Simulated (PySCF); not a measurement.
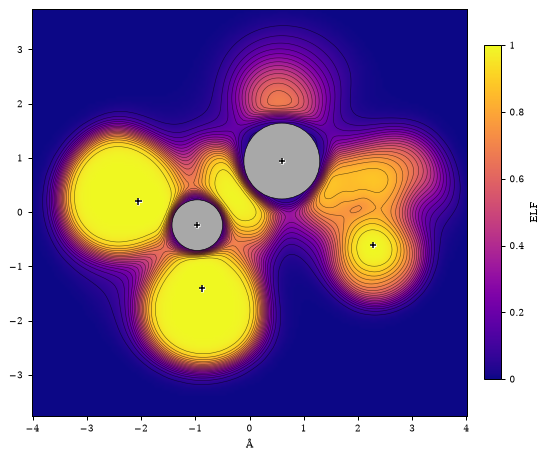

The electron localisation function on a plane through atoms (crosses mark nuclei in the plane; grey discs cover the cores).

The calculation used PySCF 2.14.0, B3LYP/def2-SVPD, SCF density, gas phase.

Candidates:
A. C₄H₇NOSi (SMILES C#CCNC(=O)[SiH3])
B. BH₅OSi (SMILES B[SiH2]O)
C. C₂H₅F₃OSi (SMILES O[SiH2]CC(F)(F)F)

Which system is this?

Candidate B: BH₅OSi on the plane of atoms Si2, B1 and H5, which holds B, Si and H. Si–B (1.96 Å): the ELF peaks at about 1 between the atoms (a shared electron pair). B–H (1.17 Å): the ELF climbs to about 1 towards the hydrogen, as it does in any bond to H: a covalent bond by its length.
